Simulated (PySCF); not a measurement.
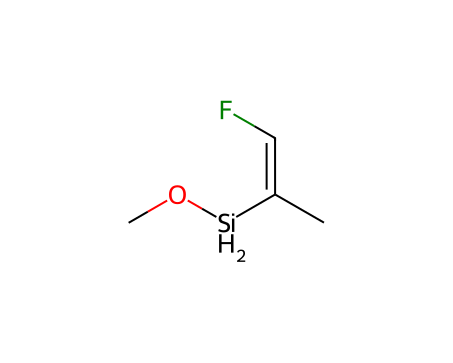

Source: calculation with PySCF.

Q: Write the SMILES.

A: CO[SiH2]/C(C)=C\F

Q: What is the molecular formula?

A: C4H9FOSi.
